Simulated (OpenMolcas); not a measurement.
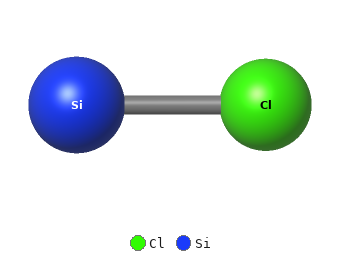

The molecule at the reference distance of 1.991 Å.

**Relativistic diatomic calculation: ClSi⁺ (part 1 of 2)**

- system: ClSi⁺.
- method: SA-CASSCF(8,7)/XMS-CASPT2 + RASSI spin-orbit (X2C scalar, AMFI), ANO-RCC-VTZP (OpenMolcas)

## Output (extracts)
```
++    Wave function specifications:
      Number of closed shell electrons          22
      Number of electrons in active shells       8
      Number of inactive orbitals               11
      Number of active orbitals                  7
      Number of secondary orbitals              50
      Spin quantum number                      0.0
      State symmetry                             1
++    Orbital specifications:
      Symmetry species                           1   2
                                                 a   b
      Frozen orbitals                            0   0
      Inactive orbitals                          7   4
      Active orbitals                            3   4
      RAS2 orbitals                              3   4
      Secondary orbitals                        26  24
      Number of basis functions                 36  32
      printout of CI-coefficients larger than  0.15 for root  1
      energy=    -750.254928
      conf/sym  111 2222     Coeff  Weight
           111  022 2200  -0.93102 0.86679
           112  022 2ud0   0.17689 0.03129
           118  022 u20d  -0.17689 0.03129
      printout of CI-coefficients larger than  0.15 for root  2
      energy=    -750.047512
      conf/sym  111 2222     Coeff  Weight
           112  022 2ud0  -0.52452 0.27513
           113  022 u2d0   0.44662 0.19947
           117  022 2u0d  -0.44662 0.19947
           118  022 u20d  -0.52452 0.27513
      printout of CI-coefficients larger than  0.15 for root  3
      energy=    -750.047512
      conf/sym  111 2222     Coeff  Weight
           112  022 2ud0   0.44662 0.19947
           113  022 u2d0   0.52452 0.27513
           117  022 2u0d  -0.52452 0.27513
           118  022 u20d   0.44662 0.19947
      printout of CI-coefficients larger than  0.15 for root  4
      energy=    -750.046356
      conf/sym  111 2222     Coeff  Weight
           113  022 u2d0   0.69076 0.47715
           117  022 2u0d   0.69076 0.47715
      Natural orbitals and occupation numbers for root  1
      sym 1:   0.025822   1.980686   1.936793
      sym 2:   1.977111   1.977111   0.051238   0.051238
      Natural orbitals and occupation numbers for root  2
      sym 1:   0.015208   1.989903   1.938671
      sym 2:   1.500525   1.500525   0.527584   0.527584
      Natural orbitals and occupation numbers for root  3
      sym 1:   0.015208   1.989903   1.938671
      sym 2:   1.500525   1.500525   0.527584   0.527584
      Natural orbitals and occupation numbers for root  4
      sym 1:   0.015365   1.989632   1.943386
      sym 2:   1.499293   1.499294   0.526515   0.526515
      RASSCF energy for state  4                   -750.04635608
::    RASSCF root number  1 Total energy:   -750.25492833
::    RASSCF root number  2 Total energy:   -750.04751188
::    RASSCF root number  3 Total energy:   -750.04751188
::    RASSCF root number  4 Total energy:   -750.04635608
      Von Neumann Entropy (Root   1) =  0.44346
++    Wave function specifications:
      Number of closed shell electrons           8
      Number of electrons in active shells       8
      Number of inactive orbitals                4
      Number of active orbitals                  7
      Number of secondary orbitals              50
      Spin quantum number                      0.0
      State symmetry                             1
      Number of CSFs                           254
      Number of CASSCF root(s) available         4
      CASPT2 state passed to geometry opt.       4
      A file JOBMIX will be created
      This is a MULTI-STATE CASSCF reference
      Number of CI roots used                    4
      These are:                                 1   2   3   4
      Off-diagonal elements of Heff are computed
  FINAL CASPT2 RESULT:
      Reference energy:        -750.2549283265
      E2 (Non-variational):      -0.2423764682
      Shift correction:          -0.0020885112
      E2 (Variational):          -0.2444649793
      Total energy:            -750.4993933059
      Reference weight:           0.91035
  FINAL CASPT2 RESULT:
      Reference energy:        -750.0475118763
      E2 (Non-variational):      -0.2303734410
      Shift correction:          -0.0019817497
      E2 (Variational):          -0.2323551907
      Total energy:            -750.2798670670
      Reference weight:           0.91531
  FINAL CASPT2 RESULT:
      Reference energy:        -750.0475118763
      E2 (Non-variational):      -0.2302014017
      Shift correction:          -0.0019724623
      E2 (Variational):          -0.2321738640
      Total energy:            -750.2796857402
      Reference weight:           0.91549
  FINAL CASPT2 RESULT:
      Reference energy:        -750.0463560808
      E2 (Non-variational):      -0.2306896710
      Shift correction:          -0.0019219446
      E2 (Variational):          -0.2326116156
      Total energy:            -750.2789676963
      Reference weight:           0.91555
       Total XMS-CASPT2 energies:
::    XMS-CASPT2 Root  1     Total energy:   -750.49939331
::    XMS-CASPT2 Root  2     Total energy:   -750.27986707
::    XMS-CASPT2 Root  3     Total energy:   -750.27968573
::    XMS-CASPT2 Root  4     Total energy:   -750.27896769
++    Wave function specifications:
      Number of closed shell electrons          22
      Number of electrons in active shells       8
      Number of inactive orbitals               11
      Number of active orbitals                  7
      Number of secondary orbitals              50
      Spin quantum number                      1.0
      State symmetry                             2
      printout of CI-coefficients larger than  0.15 for root  1
      energy=    -750.124694
      conf/sym  111 2222     Coeff  Weight
           109  02u 22u0  -0.30785 0.09477
           111  02u 220u  -0.92982 0.86457
      printout of CI-coefficients larger than  0.15 for root  2
      energy=    -750.124694
      conf/sym  111 2222     Coeff  Weight
           109  02u 22u0   0.92982 0.86457
           111  02u 220u  -0.30785 0.09477
      Natural orbitals and occupation numbers for root  1
      sym 1:   0.024889   1.966279   1.003007
      sym 2:   1.995237   1.977310   0.029595   1.003684
      Natural orbitals and occupation numbers for root  2
      sym 1:   0.024889   1.966279   1.003007
      sym 2:   1.977310   1.995237   1.003684   0.029595
      RASSCF energy for state  2                   -750.12469352
::    RASSCF root number  1 Total energy:   -750.12469352
::    RASSCF root number  2 Total energy:   -750.12469352
      Von Neumann Entropy (Root   1) =  1.21103
++    Wave function specifications:
      Number of closed shell electrons           8
      Number of electrons in active shells       8
      Number of inactive orbitals                4
      Number of active orbitals                  7
      Number of secondary orbitals              50
      Spin quantum number                      1.0
      State symmetry                             2
      Number of CSFs                           300
      Number of CASSCF root(s) available         2
      CASPT2 state passed to geometry opt.       2
      A file JOBMIX will be created
      This is a MULTI-STATE CASSCF reference
      Number of CI roots used                    2
      These are:                                 1   2
      Off-diagonal elements of Heff are computed
  FINAL CASPT2 RESULT:
      Reference energy:        -750.1246935168
      E2 (Non-variational):      -0.2265648167
      Shift correction:          -0.0019012849
      E2 (Variational):          -0.2284661016
      Total energy:            -750.3531596184
      Reference weight:           0.91806
  FINAL CASPT2 RESULT:
      Reference energy:        -750.1246935168
      E2 (Non-variational):      -0.2265648167
      Shift correction:          -0.0019012849
      E2 (Variational):          -0.2284661016
      Total energy:            -750.3531596184
      Reference weight:           0.91806
       Total XMS-CASPT2 energies:
::    XMS-CASPT2 Root  1     Total energy:   -750.35315962
::    XMS-CASPT2 Root  2     Total energy:   -750.35315962
++    Wave function specifications:
      Number of closed shell electrons          22
      Number of electrons in active shells       8
      Number of inactive orbitals               11
      Number of active orbitals                  7
      Number of secondary orbitals              50
      Spin quantum number                      1.0
      State symmetry                             1
      printout of CI-coefficients larger than  0.15 for root  1
      energy=    -750.067842
      conf/sym  111 2222     Coeff  Weight
            22  022 2uu0   0.69273 0.47988
            99  022 u20u  -0.69273 0.47988
      printout of CI-coefficients larger than  0.15 for root  2
      energy=    -750.056629
      conf/sym  111 2222     Coeff  Weight
            22  022 2uu0  -0.61857 0.38263
            23  022 2u0u  -0.31366 0.09838
            97  022 u2u0   0.31366 0.09838
            99  022 u20u  -0.61857 0.38263
      printout of CI-coefficients larger than  0.15 for root  3
      energy=    -750.056629
      conf/sym  111 2222     Coeff  Weight
            22  022 2uu0   0.31366 0.09838
            23  022 2u0u  -0.61857 0.38263
            97  022 u2u0   0.61857 0.38263
            99  022 u20u   0.31366 0.09838
      printout of CI-coefficients larger than  0.15 for root  4
      energy=    -750.048841
      conf/sym  111 2222     Coeff  Weight
            23  022 2u0u  -0.69118 0.47773
            97  022 u2u0  -0.69118 0.47773
      Natural orbitals and occupation numbers for root  1
      sym 1:   0.029579   1.994940   1.936744
      sym 2:   1.499772   1.499772   0.519596   0.519596
      Natural orbitals and occupation numbers for root  2
      sym 1:   0.027302   1.996845   1.935219
      sym 2:   1.499339   1.499339   0.520979   0.520979
      Natural orbitals and occupation numbers for root  3
      sym 1:   0.027302   1.996845   1.935219
      sym 2:   1.499339   1.499339   0.520979   0.520979
      Natural orbitals and occupation numbers for root  4
      sym 1:   0.027072   1.995793   1.924426
      sym 2:   1.501528   1.501528   0.524827   0.524827
      RASSCF energy for state  4                   -750.04884124
::    RASSCF root number  1 Total energy:   -750.06784213
::    RASSCF root number  2 Total energy:   -750.05662876
::    RASSCF root number  3 Total energy:   -750.05662876
::    RASSCF root number  4 Total energy:   -750.04884124
      Von Neumann Entropy (Root   1) =  1.77162
++    Wave function specifications:
      Number of closed shell electrons           8
      Number of electrons in active shells       8
      Number of inactive orbitals                4
      Number of active orbitals                  7
      Number of secondary orbitals              50
      Spin quantum number                      1.0
      State symmetry                             1
      Number of CSFs                           288
      Number of CASSCF root(s) available         4
      CASPT2 state passed to geometry opt.       4
      A file JOBMIX will be created
      This is a MULTI-STATE CASSCF reference
      Number of CI roots used                    4
      These are:                                 1   2   3   4
      Off-diagonal elements of Heff are computed
  FINAL CASPT2 RESULT:
      Reference energy:        -750.0678421325
      E2 (Non-variational):      -0.2269926192
      Shift correction:          -0.0017983224
      E2 (Variational):          -0.2287909417
      Total energy:            -750.2966330741
      Reference weight:           0.91878
  FINAL CASPT2 RESULT:
      Reference energy:        -750.0566287639
      E2 (Non-variational):      -0.2274238182
      Shift correction:          -0.0017136503
      E2 (Variational):          -0.2291374685
      Total energy:            -750.2857662324
      Reference weight:           0.91937
  FINAL CASPT2 RESULT:
      Reference energy:        -750.0566287639
      E2 (Non-variational):      -0.2274820066
      Shift correction:          -0.0017210665
      E2 (Variational):          -0.2292030731
      Total energy:            -750.2858318370
      Reference weight:           0.91925
  FINAL CASPT2 RESULT:
      Reference energy:        -750.0488412424
      E2 (Non-variational):      -0.2268935186
      Shift correction:          -0.0016754357
      E2 (Variational):          -0.2285689543
      Total energy:            -750.2774101967
      Reference weight:           0.91989
       Total XMS-CASPT2 energies:
::    XMS-CASPT2 Root  1     Total energy:   -750.29663307
::    XMS-CASPT2 Root  2     Total energy:   -750.28583190
::    XMS-CASPT2 Root  3     Total energy:   -750.28576617
::    XMS-CASPT2 Root  4     Total energy:   -750.27741020
++    Wave function specifications:
      Number of closed shell electrons          22
      Number of electrons in active shells       8
      Number of inactive orbitals               11
      Number of active orbitals                  7
      Number of secondary orbitals              50
      Spin quantum number                      0.0
      State symmetry                             2
      printout of CI-coefficients larger than  0.15 for root  1
      energy=    -750.056880
      conf/sym  111 2222     Coeff  Weight
           141  02u 22d0   0.96078 0.92310
           161  uud 22d0   0.18416 0.03392
      printout of CI-coefficients larger than  0.15 for root  2
      energy=    -750.056880
      conf/sym  111 2222     Coeff  Weight
           144  02u 220d  -0.96078 0.92310
           164  uud 220d  -0.18416 0.03392
      Natural orbitals and occupation numbers for root  1
      sym 1:   0.052999   1.931047   1.009819
      sym 2:   1.984526   1.988464   1.004703   0.028442
      Natural orbitals and occupation numbers for root  2
      sym 1:   0.052999   1.931047   1.009819
      sym 2:   1.988464   1.984526   0.028442   1.004703
      RASSCF energy for state  2                   -750.05687956
::    RASSCF root number  1 Total energy:   -750.05687956
::    RASSCF root number  2 Total energy:   -750.05687956
      Von Neumann Entropy (Root   1) =  1.29109
++    Wave function specifications:
      Number of closed shell electrons           8
      Number of electrons in active shells       8
      Number of inactive orbitals                4
      Number of active orbitals                  7
      Number of secondary orbitals              50
      Spin quantum number                      0.0
      State symmetry                             2
      Number of CSFs                           236
      Number of CASSCF root(s) available         2
      CASPT2 state passed to geometry opt.       2
      A file JOBMIX will be created
      This is a MULTI-STATE CASSCF reference
      Number of CI roots used                    2
      These are:                                 1   2
      Off-diagonal elements of Heff are computed
  FINAL CASPT2 RESULT:
      Reference energy:        -750.0568795614
      E2 (Non-variational):      -0.2345001273
      Shift correction:          -0.0023090738
      E2 (Variational):          -0.2368092011
      Total energy:            -750.2936887625
      Reference weight:           0.91165
  FINAL CASPT2 RESULT:
      Reference energy:        -750.0568795613
      E2 (Non-variational):      -0.2345001274
      Shift correction:          -0.0023090738
      E2 (Variational):          -0.2368092012
      Total energy:            -750.2936887626
      Reference weight:           0.91165
       Total XMS-CASPT2 energies:
::    XMS-CASPT2 Root  1     Total energy:   -750.29368876
::    XMS-CASPT2 Root  2     Total energy:   -750.29368876
  SPIN-FREE ENERGIES:
  (Shifted by EMIN (a.u.) =       -750.4993933084)
 SF State       Relative EMIN(au)   Rel lowest level(eV)    D:o, cm**(-1)      Abs_M
     1             0.0000000000        0.0000000000              0.0000         0.0
     5             0.1462336900        3.9792214217          32094.5852         1.0
     6             0.1462336900        3.9792214217          32094.5852         1.0
     7             0.2027602343        5.5173870518          44500.7277         0.0
    11             0.2057045459        5.5975058507          45146.9294         1.0
    12             0.2057045459        5.5975058507          45146.9294         1.0
     8             0.2135614133        5.8113021053          46871.3125         2.0
     9             0.2136271341        5.8130904599          46885.7365         2.0
     2             0.2195262357        5.9736131915          48180.4397         2.0
     3             0.2197075739        5.9785476558          48220.2388         2.0
     4             0.2204256147        5.9980865396          48377.8305         0.0
    10             0.2219831118        6.0404681940          48719.6616         0.0
```

(Continued in part 2.) Outcome of the run: converged; components of a degenerate state are split by 40 cm⁻¹.
